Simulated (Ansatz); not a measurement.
# CCSD/6-31G(d) (spherical functions) run of CH6ClNSi (SMILES C[SiH](N)Cl)

What is the energy change on altering one bond length of CH6ClNSi at CCSD/6-31G* (spherical functions)? 

The calculation is run with Ansatz 0.2.0.

128 further runs of the same task are left out: 128 set aside as unsound or not needed.

**1. Starting point**

The species is CH6ClNSi (10 atoms), meant as a singlet with charge 0. SMILES: `C[SiH](N)Cl`. The shape is that of a PBE0-D4/def2-TZVP optimisation. This is one conformer, not always the lowest.

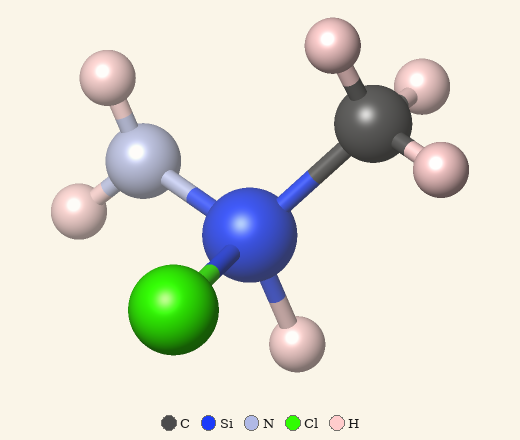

Viewed from a chosen angle; carbon dark grey, silicon blue, nitrogen light blue, chlorine green, hydrogen pink.

**2. The energy at CCSD/6-31G(d) (spherical functions)**

The input, input.yaml:

```yaml
crystal:
  periodic: [false, false, false]
  atoms:
    - symbol: C
      position_ang: [-0.924300, 0.960300, -0.429600]
    - symbol: Si
      position_ang: [-0.055600, -0.637600, -0.073400]
    - symbol: "N"
      position_ang: [1.200800, -0.379200, 1.050800]
    - symbol: Cl
      position_ang: [0.594900, -1.392500, -1.900800]
    - symbol: H
      position_ang: [-1.720000, 0.809500, -1.161600]
    - symbol: H
      position_ang: [-1.359500, 1.369700, 0.485000]
    - symbol: H
      position_ang: [-0.226900, 1.694300, -0.841400]
    - symbol: H
      position_ang: [-0.936500, -1.689500, 0.482600]
    - symbol: H
      position_ang: [1.847500, 0.382600, 0.917600]
    - symbol: H
      position_ang: [1.662700, -1.168700, 1.473800]
basis:
  gaussian: {orbitals: 6-31G_st_-spherical.json}
magnetization: {spin_polarized: false}
correlation: {method: ccsd, frozen_orbitals: {C: 1, Cl: 5, H: 0, "N": 1, Si: 5}}
accuracy: high
scf: {omitted_lower_state_checks: [cluster_reference, increment]}
```

The basis set 6-31G* is read from a file made from the Basis Set Exchange's data (not shown).

Launch:

```console
$ ansatz run input.yaml --threads 1 --pin off --max-ram 3480MiB --events-out events.jsonl --progress --plain --runs-dir runs
```

Standard output, shortened:

```text
Warning: RAYON_NUM_THREADS=1 ignored (pool sized by the plan → 1); use --threads N
Functional definition: HF
  name "HF"
[...]
1774 factors; integrals over basis functions are off by at most 3.6e-9 eV
[...]
mean field -22974.52499841 eV, -844.2982209991 hartree, gradient 5.7e-8 eV, S^2 0.000000; 0 other end points of the search recorded, 0 dependent functions left out
12 core orbitals not correlated: weight in the atoms' cores, before any rotation towards them, 1.000 or more for the frozen orbitals, at most 0.000 for the correlated occupied ones
reference -22974.52499841 eV, -844.2982209991 hartree; 13, 13 occupied and 51, 51 virtual orbitals, 1774 factors
second order -13.56010929 eV of doubles, -0.00000000 eV of singles
cycle   1  -14.45088931 eV  change   -8.9e-1 eV  update   7.7e-2
[...]
cycle  19  -14.87216999 eV  change  -2.6e-10 eV  update   1.8e-9
Total energy: -22989.39716840 eV, -844.8447631656 hartree
Checks for a lower state left out: cluster_reference, increment
```

Wall time 8.7 s (1 thread of Arm Neoverse V2, shared host); peak memory 0.35 GiB.

**3. The distorted shape at the same level**

The input, molecule.yaml:

```yaml
crystal:
  periodic: [false, false, false]
  atoms:
    - {symbol: C, position_ang: [-1.021887, 1.073549, -0.155457]}
    - {symbol: Si, position_ang: [-0.153187, -0.524351, 0.200743]}
    - {symbol: "N", position_ang: [1.103213, -0.265951, 1.324943]}
    - {symbol: Cl, position_ang: [0.594900, -1.392500, -1.900800]}
    - {symbol: H, position_ang: [-1.817587, 0.922749, -0.887457]}
    - {symbol: H, position_ang: [-1.457087, 1.482949, 0.759143]}
    - {symbol: H, position_ang: [-0.324487, 1.807549, -0.567257]}
    - {symbol: H, position_ang: [-1.034087, -1.576251, 0.756743]}
    - {symbol: H, position_ang: [1.749913, 0.495849, 1.191743]}
    - {symbol: H, position_ang: [1.565113, -1.055451, 1.747943]}
basis:
  gaussian:
    orbitals: 6-31G_st_-spherical.json
correlation:
  method: ccsd
  frozen_orbitals: {C: 1, Cl: 5, H: 0, "N": 1, Si: 5}
accuracy: high
scf:
  omitted_lower_state_checks: [cluster_reference, increment]
```

The basis set 6-31G* is read from a file made from the Basis Set Exchange's data (not shown).

Launch:

```console
$ ansatz run molecule.yaml --threads 1 --pin off --max-ram 3480MiB --events-out events.jsonl --progress --plain --runs-dir runs
```

Standard output, shortened:

```text
Warning: RAYON_NUM_THREADS=1 ignored (pool sized by the plan → 1); use --threads N
Functional definition: HF
  name "HF"
[...]
1767 factors; integrals over basis functions are off by at most 6.4e-9 eV
[...]
mean field -22974.01869431 eV, -844.2796146666 hartree, gradient 4.1e-8 eV, S^2 0.000000; 0 other end points of the search recorded, 0 dependent functions left out
12 core orbitals not correlated: weight in the atoms' cores, before any rotation towards them, 1.000 or more for the frozen orbitals, at most 0.000 for the correlated occupied ones
reference -22974.01869431 eV, -844.2796146666 hartree; 13, 13 occupied and 51, 51 virtual orbitals, 1767 factors
second order -13.55726974 eV of doubles, -0.00000000 eV of singles
cycle   1  -14.44264014 eV  change   -8.9e-1 eV  update   8.2e-2
[...]
cycle  21  -14.88440397 eV  change   5.4e-10 eV  update  5.4e-10
Total energy: -22988.90309827 eV, -844.8266064233 hartree
Checks for a lower state left out: cluster_reference, increment
```

It took 9 s on 1 thread of Arm Neoverse V2, shared host; peak memory 0.34 GiB.

**4. Results**

Level: CCSD/6-31G* (spherical functions), 12 core orbitals frozen.

| quantity | value |
| --- | --- |
| first shape: total energy | -844.84476 Eh |
| first shape: correlation energy (12 core orbitals frozen) | -546.5 mEh |
| first shape: T1 diagnostic | 0.009 |
| distorted shape: total energy | -844.82661 Eh |
| distorted shape: correlation energy (12 core orbitals frozen) | -547.0 mEh |
| distorted shape: T1 diagnostic | 0.011 |
| energy change with the Si2–Cl4 bond stretched from 2.081 to 2.394 Å | 0.494 eV |

With the Si2–Cl4 bond stretched from 2.081 to 2.394 Å the energy rises by 0.49 eV (11.4 kcal/mol). The first shape isn't relaxed at this level, so the change isn't measured from a minimum.
